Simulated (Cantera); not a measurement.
Input: 1 mol Fe, 0.48 mol CO2, 55 mol H2, at 0.100 bar.

Method: chemical equilibrium by Gibbs-energy minimisation in Cantera with the NASA 1993 tables (ideal gas, pure condensed phases). Candidate condensed phases: C, C6H6, C7H8, C8H18, Fe, Fe(CO)5, FeO, Fe(OH)2, Fe(OH)3, Fe2O3, Fe3O4, H2O; 114 gas species. Rates play no part.

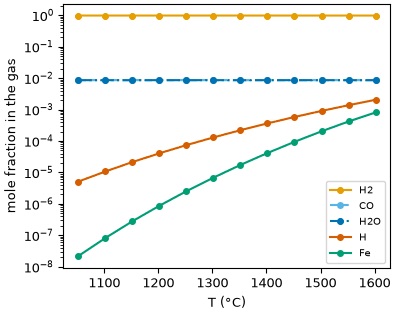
Figure: Equilibrium gas composition (values under 1e-9 drawn at 1e-9)

Q: Read off the mole fractions at 1102 °C.

A: H2 about 0.98, H2O about 0.0086, CO about 0.0086, H about 1.1e-5, Fe about 8.2e-8.
